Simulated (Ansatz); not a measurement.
## C₂H₁₀GeOSi: molecular dynamics (part 3 of 3)

Continued. System: C₂H₁₀GeOSi. Method: RKS BLYP-d3bjatm/6-31G* (Ansatz 0.2.0). The geometry comes from this level: PBE0-D4/def2-TZVP.

Geometry of the input (Å):
```
C  -0.6799  2.2322  0.3328
O  -0.9472  1.0174  -0.3249
Si 0.2019  -0.1372  -0.5814
C  -0.5942  -1.4767  -1.5949
Ge 1.0408  -0.9927  1.4880
H  -1.5820  2.8454  0.3001
H  0.1332  2.7840  -0.1538
H  -0.4087  2.0713  1.3828
H  1.3544  0.4699  -1.3165
H  0.1278  -2.2646  -1.8235
H  -1.4317  -1.9249  -1.0560
H  -0.9687  -1.0689  -2.5368
H  1.6276  0.1139  2.3854
H  2.1658  -2.0145  1.2326
H  -0.0611  -1.7054  2.2954
```

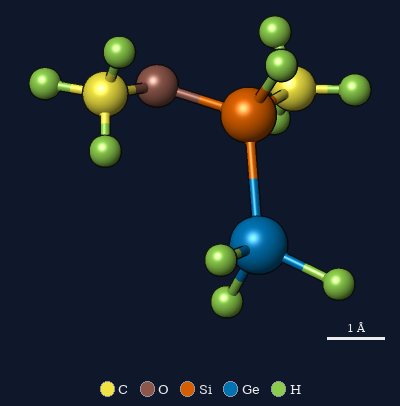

*The geometry at step 25 of the log (ball-and-stick view, seen at a tilt).*

### Trajectory as extended XYZ, continued
```
15
Properties=species:S:1:pos:R:3:forces:R:3 step=19 time_fs=9.5 energy=-68672.00388 temperature=362.6
C    -0.6712    2.2875    0.3591    1.4556  -1.9915  -2.3915
O    -0.9762    1.0192   -0.3478    0.3492   0.1906   0.9499
Si    0.2306   -0.1469   -0.5606   -0.2253   0.8814  -0.8317
C    -0.5670   -1.4982   -1.5483   -0.9236   0.5833  -1.3943
Ge    1.0263   -1.0006    1.4721    1.5662   0.1443   1.8670
H    -1.5759    2.7480    0.4262   -2.9448   1.5777   0.6271
H    -0.0567    2.8926   -0.3006    0.5871   0.3701  -0.2281
H    -0.1943    2.1689    1.2978    0.5650  -0.3752   1.3442
H     1.2615    0.5682   -1.4410    0.1217  -0.4467   0.4405
H     0.1525   -2.1945   -1.9979    0.1024  -0.2552   0.2112
H    -1.3801   -2.0421   -1.0019    0.4283   0.3086  -0.4723
H    -0.9821   -0.9051   -2.4515    0.0315  -0.9464   1.0668
H     1.7154    0.2796    2.3121   -0.6933  -0.9384  -0.4458
H     2.2782   -2.0224    1.4956   -0.5219   0.4181  -0.3667
H     0.0159   -1.7825    2.4309    0.1018   0.4792  -0.3762
15
Properties=species:S:1:pos:R:3:forces:R:3 step=20 time_fs=10.0 energy=-68672.11058 temperature=424.9
C    -0.6704    2.2899    0.3573    0.8075  -1.8007  -2.0893
O    -0.9777    1.0197   -0.3478    0.4015   0.2255   0.9574
Si    0.2321   -0.1469   -0.5600   -0.2772   0.8558  -0.8381
C    -0.5659   -1.4991   -1.5481   -0.7968   0.6196  -1.2003
Ge    1.0260   -1.0006    1.4718    1.4835  -0.0993   1.7623
H    -1.5898    2.7500    0.4488   -2.2848   1.2486   0.5429
H    -0.0617    2.8959   -0.3004    0.5944   0.4567  -0.3352
H    -0.1848    2.1733    1.2959    0.5341  -0.3896   1.2175
H     1.2628    0.5665   -1.4421    0.1168  -0.4403   0.4448
H     0.1512   -2.1928   -1.9969    0.1849  -0.3025   0.1295
H    -1.3726   -2.0444   -1.0107    0.2731   0.1962  -0.2936
H    -0.9905   -0.9098   -2.4309   -0.0189  -0.7931   0.7642
H     1.6998    0.2570    2.2895   -0.5679  -0.6984  -0.2724
H     2.2836   -2.0214    1.5030   -0.5644   0.4346  -0.3837
H     0.0170   -1.7806    2.4365    0.1141   0.4868  -0.4061
15
Properties=species:S:1:pos:R:3:forces:R:3 step=21 time_fs=10.5 energy=-68672.20952 temperature=482.7
C    -0.6694    2.2918    0.3550    0.0392  -1.5063  -1.6506
O    -0.9792    1.0201   -0.3477    0.4516   0.2705   0.9625
Si    0.2336   -0.1468   -0.5594   -0.3307   0.8141  -0.8341
C    -0.5649   -1.4999   -1.5482   -0.5932   0.6139  -0.9626
Ge    1.0257   -1.0007    1.4716    1.3581  -0.3870   1.6050
H    -1.6092    2.7550    0.4728   -1.4031   0.8235   0.4014
H    -0.0652    2.9003   -0.3010    0.5650   0.5100  -0.4045
H    -0.1740    2.1767    1.2969    0.4375  -0.3834   0.9750
H     1.2644    0.5638   -1.4422    0.1180  -0.4255   0.4402
H     0.1502   -2.1919   -1.9956    0.2538  -0.3328   0.0526
H    -1.3644   -2.0461   -1.0201    0.0903   0.0589  -0.0897
H    -0.9989   -0.9164   -2.4085   -0.1052  -0.5876   0.3883
H     1.6828    0.2327    2.2663   -0.4065  -0.3910  -0.0576
H     2.2876   -2.0194    1.5095   -0.5912   0.4378  -0.3995
H     0.0183   -1.7775    2.4412    0.1166   0.4849  -0.4265
15
Properties=species:S:1:pos:R:3:forces:R:3 step=22 time_fs=11.0 energy=-68672.26817 temperature=517.1
C    -0.6684    2.2935    0.3525   -0.6852  -1.1819  -1.1301
O    -0.9807    1.0206   -0.3474    0.4988   0.3235   0.9648
Si    0.2351   -0.1467   -0.5589   -0.3866   0.7591  -0.8202
C    -0.5640   -1.5006   -1.5484   -0.3189   0.5571  -0.6848
Ge    1.0255   -1.0008    1.4714    1.1874  -0.7255   1.3915
H    -1.6319    2.7620    0.4977   -0.4756   0.3882   0.2154
H    -0.0674    2.9058   -0.3025    0.4965   0.5229  -0.4287
H    -0.1621    2.1793    1.3002    0.2905  -0.3607   0.6515
H     1.2664    0.5600   -1.4412    0.1252  -0.4027   0.4269
H     0.1499   -2.1918   -1.9942    0.3025  -0.3413  -0.0157
H    -1.3560   -2.0478   -1.0298   -0.1068  -0.0952   0.1290
H    -1.0076   -0.9245   -2.3852   -0.2279  -0.3349  -0.0499
H     1.6648    0.2075    2.2429   -0.2068  -0.0099   0.2010
H     2.2903   -2.0164    1.5150   -0.6023   0.4281  -0.4138
H     0.0199   -1.7733    2.4448    0.1091   0.4732  -0.4370
15
Properties=species:S:1:pos:R:3:forces:R:3 step=23 time_fs=11.5 energy=-68672.26717 temperature=516.7
C    -0.6675    2.2949    0.3497   -1.2589  -0.8751  -0.5916
O    -0.9820    1.0212   -0.3470    0.5426   0.3816   0.9633
Si    0.2366   -0.1465   -0.5585   -0.4455   0.6938  -0.7974
C    -0.5632   -1.5012   -1.5488    0.0073   0.4468  -0.3788
Ge    1.0253   -1.0009    1.4713    0.9721  -1.1162   1.1224
H    -1.6558    2.7700    0.5231    0.3695   0.0006   0.0066
H    -0.0683    2.9127   -0.3050    0.3908   0.4922  -0.4059
H    -0.1496    2.1809    1.3051    0.1141  -0.3266   0.2883
H     1.2686    0.5553   -1.4391    0.1383  -0.3725   0.4055
H     0.1502   -2.1925   -1.9928    0.3262  -0.3248  -0.0728
H    -1.3479   -2.0497   -1.0392   -0.2998  -0.2536   0.3486
H    -1.0169   -0.9333   -2.3620   -0.3811  -0.0490  -0.5269
H     1.6463    0.1823    2.2200    0.0304   0.4451   0.5020
H     2.2915   -2.0123    1.5195   -0.5974   0.4058  -0.4260
H     0.0217   -1.7679    2.4474    0.0914   0.4517  -0.4372
15
Properties=species:S:1:pos:R:3:forces:R:3 step=24 time_fs=12.0 energy=-68672.20478 temperature=480.3
C    -0.6669    2.2962    0.3468   -1.6433  -0.6064  -0.0890
O    -0.9833    1.0218   -0.3464    0.5826   0.4409   0.9571
Si    0.2380   -0.1463   -0.5582   -0.5081   0.6220  -0.7665
C    -0.5624   -1.5017   -1.5493    0.3502   0.2916  -0.0681
Ge    1.0252   -1.0011    1.4712    0.7187  -1.5503   0.8045
H    -1.6788    2.7779    0.5486    1.0672  -0.3133  -0.2045
H    -0.0684    2.9207   -0.3086    0.2540   0.4206  -0.3402
H    -0.1368    2.1818    1.3107   -0.0704  -0.2863  -0.0760
H     1.2711    0.5497   -1.4362    0.1570  -0.3356   0.3764
H     0.1514   -2.1940   -1.9916    0.3231  -0.2831  -0.1175
H    -1.3405   -2.0522   -1.0478   -0.4670  -0.4005   0.5525
H    -1.0271   -0.9422   -2.3401   -0.5493   0.2440  -1.0034
H     1.6278    0.1581    2.1984    0.2981   0.9640   0.8373
H     2.2913   -2.0072    1.5229   -0.5764   0.3715  -0.4358
H     0.0238   -1.7614    2.4489    0.0636   0.4207  -0.4267
15
Properties=species:S:1:pos:R:3:forces:R:3 step=25 time_fs=12.5 energy=-68672.09558 temperature=416.6
C    -0.6666    2.2973    0.3438   -1.8490  -0.3786   0.3435
O    -0.9845    1.0224   -0.3457    0.6188   0.4971   0.9452
Si    0.2394   -0.1460   -0.5579   -0.5749   0.5477  -0.7288
C    -0.5615   -1.5021   -1.5497    0.6593   0.1127   0.2117
Ge    1.0250   -1.0013    1.4711    0.4418  -2.0032   0.4546
H    -1.6993    2.7851    0.5735    1.6012  -0.5503  -0.4033
H    -0.0678    2.9297   -0.3129    0.0962   0.3152  -0.2411
H    -0.1241    2.1820    1.3161   -0.2450  -0.2442  -0.4113
H     1.2740    0.5433   -1.4323    0.1808  -0.2929   0.3406
H     0.1533   -2.1962   -1.9907    0.2942  -0.2187  -0.1497
H    -1.3341   -2.0556   -1.0550   -0.5863  -0.5182   0.7236
H    -1.0385   -0.9506   -2.3205   -0.7051   0.5067  -1.4260
H     1.6101    0.1362    2.1787    0.5815   1.5204   1.1890
H     2.2896   -2.0013    1.5254   -0.5393   0.3258  -0.4427
H     0.0260   -1.7540    2.4495    0.0258   0.3804  -0.4053
15
Properties=species:S:1:pos:R:3:forces:R:3 step=26 time_fs=13.0 energy=-68671.96599 temperature=340.8
C    -0.6667    2.2983    0.3410   -1.9103  -0.1876   0.6918
O    -0.9856    1.0232   -0.3449    0.6512   0.5457   0.9264
Si    0.2407   -0.1456   -0.5577   -0.6459   0.4748  -0.6854
C    -0.5605   -1.5025   -1.5502    0.8765  -0.0600   0.4191
Ge    1.0249   -1.0016    1.4711    0.1656  -2.4312   0.1010
H    -1.7159    2.7909    0.5975    1.9820  -0.7186  -0.5816
H    -0.0670    2.9395   -0.3178   -0.0707   0.1867  -0.1211
H    -0.1121    2.1816    1.3205   -0.3970  -0.2035  -0.6978
H     1.2774    0.5362   -1.4275    0.2089  -0.2457   0.2990
H     0.1560   -2.1989   -1.9901    0.2432  -0.1367  -0.1707
H    -1.3292   -2.0603   -1.0605   -0.6392  -0.5903   0.8469
H    -1.0517   -0.9577   -2.3043   -0.8124   0.6971  -1.7364
H     1.5938    0.1180    2.1618    0.8555   2.0682   1.5278
H     2.2867   -1.9945    1.5268   -0.4861   0.2695  -0.4461
H     0.0283   -1.7456    2.4490   -0.0215   0.3317  -0.3727
15
Properties=species:S:1:pos:R:3:forces:R:3 step=27 time_fs=13.5 energy=-68671.84757 temperature=271.6
C    -0.6672    2.2994    0.3383   -1.8670  -0.0292   0.9559
O    -0.9866    1.0240   -0.3439    0.6799   0.5830   0.8997
Si    0.2420   -0.1452   -0.5575   -0.7205   0.4071  -0.6374
C    -0.5593   -1.5029   -1.5505    0.9505  -0.1969   0.5192
Ge    1.0248   -1.0019    1.4710   -0.0782  -2.7732  -0.2182
H    -1.7278    2.7951    0.6202    2.2300  -0.8295  -0.7359
H    -0.0664    2.9498   -0.3230   -0.2348   0.0472   0.0063
H    -0.1010    2.1807    1.3232   -0.5182  -0.1665  -0.9247
H     1.2812    0.5285   -1.4221    0.2404  -0.1954   0.2532
H     0.1592   -2.2019   -1.9900    0.1760  -0.0437  -0.1824
H    -1.3259   -2.0664   -1.0640   -0.6157  -0.6056   0.9125
H    -1.0668   -0.9632   -2.2924   -0.8356   0.7800  -1.8881
H     1.5795    0.1047    2.1486    1.0879   2.5436   1.8147
H     2.2827   -1.9871    1.5271   -0.4172   0.2035  -0.4457
H     0.0305   -1.7365    2.4477   -0.0775   0.2757  -0.3291
15
Properties=species:S:1:pos:R:3:forces:R:3 step=28 time_fs=14.0 energy=-68671.76866 temperature=225.4
C    -0.6680    2.3004    0.3357   -1.7532   0.0992   1.1432
O    -0.9875    1.0249   -0.3428    0.7049   0.6057   0.8643
Si    0.2432   -0.1448   -0.5574   -0.7977   0.3479  -0.5864
C    -0.5579   -1.5034   -1.5508    0.8530  -0.2800   0.4980
Ge    1.0247   -1.0024    1.4709   -0.2566  -2.9620  -0.4616
H    -1.7343    2.7972    0.6410    2.3651  -0.8933  -0.8648
H    -0.0663    2.9601   -0.3282   -0.3858  -0.0916   0.1289
H    -0.0911    2.1794    1.3238   -0.6044  -0.1344  -1.0877
H     1.2856    0.5203   -1.4161    0.2736  -0.1434   0.2046
H     0.1628   -2.2050   -1.9903    0.0992   0.0532  -0.1868
H    -1.3240   -2.0740   -1.0652   -0.5168  -0.5605   0.9180
H    -1.0839   -0.9668   -2.2849   -0.7518   0.7405  -1.8619
H     1.5678    0.0974    2.1398    1.2445   2.8760   2.0082
H     2.2776   -1.9793    1.5263   -0.3331   0.1291  -0.4410
H     0.0326   -1.7266    2.4456   -0.1409   0.2137  -0.2750
15
Properties=species:S:1:pos:R:3:forces:R:3 step=29 time_fs=14.5 energy=-68671.74667 temperature=212.5
C    -0.6692    2.3014    0.3334   -1.5933   0.1973   1.2629
O    -0.9883    1.0259   -0.3415    0.7262   0.6115   0.8197
Si    0.2444   -0.1443   -0.5573   -0.8761   0.3002  -0.5338
C    -0.5563   -1.5039   -1.5509    0.5895  -0.3086   0.3684
Ge    1.0246   -1.0029    1.4709   -0.3450  -2.9434  -0.5958
H    -1.7352    2.7972    0.6598    2.4019  -0.9172  -0.9677
H    -0.0671    2.9702   -0.3331   -0.5156  -0.2198   0.2369
H    -0.0827    2.1778    1.3217   -0.6533  -0.1081  -1.1862
H     1.2907    0.5118   -1.4095    0.3069  -0.0915   0.1551
H     0.1667   -2.2080   -1.9910    0.0193   0.1473  -0.1860
H    -1.3233   -2.0829   -1.0643   -0.3546  -0.4599   0.8683
H    -1.1029   -0.9687   -2.2818   -0.5612   0.5897  -1.6735
H     1.5591    0.0971    2.1357    1.3002   3.0073   2.0754
H     2.2718   -1.9711    1.5245   -0.2351   0.0477  -0.4319
H     0.0343   -1.7163    2.4428   -0.2098   0.1477  -0.2117
15
Properties=species:S:1:pos:R:3:forces:R:3 step=30 time_fs=15.0 energy=-68671.78366 temperature=234.2
C    -0.6707    2.3025    0.3314   -1.4006   0.2623   1.3214
O    -0.9889    1.0270   -0.3401    0.7437   0.5991   0.7657
Si    0.2454   -0.1439   -0.5573   -0.9538   0.2656  -0.4818
C    -0.5547   -1.5045   -1.5510    0.1969  -0.2973   0.1649
Ge    1.0245   -1.0036    1.4708   -0.3363  -2.6959  -0.6063
H    -1.7303    2.7951    0.6763    2.3472  -0.9045  -1.0424
H    -0.0692    2.9798   -0.3374   -0.6186  -0.3295   0.3229
H    -0.0758    2.1760    1.3168   -0.6638  -0.0882  -1.2212
H     1.2965    0.5031   -1.4026    0.3381  -0.0415   0.1067
H     0.1707   -2.2107   -1.9922   -0.0578   0.2330  -0.1821
H    -1.3235   -2.0929   -1.0614   -0.1490  -0.3161   0.7742
H    -1.1232   -0.9691   -2.2828   -0.2864   0.3600  -1.3663
H     1.5535    0.1040    2.1366    1.2474   2.9119   2.0037
H     2.2653   -1.9628    1.5217   -0.1250  -0.0388  -0.4182
H     0.0355   -1.7056    2.4395   -0.2818   0.0799  -0.1411
```

### Summary

| quantity | value |
| --- | --- |
| outcome | finished |
| mean temperature over the second half | 357 K |
| trajectory | 30 steps, 15 fs |
| ensemble | nvt_nose_hoover |
| temperature in the input | 700 K |
| time step | 0.5 fs |
| potential energy (last step) | −68671.7841 eV |
| mean-field energy (last step) | −68671.0809 eV |
| dispersion energy (last step) | −0.7031 eV |
| SCF solution under orbital rotations (last step) | stable |
| largest force (length of the vector) (last step) | 3.748 eV/Å |
| dipole moment (last step) | 0.72 D |
| hardware | 8 threads of Arm Neoverse V2, 23 GiB of memory available, shared host |
| wall time | 26 s (CPU time 3.1 min) |
| peak memory | 0.21 GiB |

### Remarks

So short a trajectory is not equilibrated. The temperature stays far from the 700 K of the thermostat over the second half: the run isn't equilibrated.
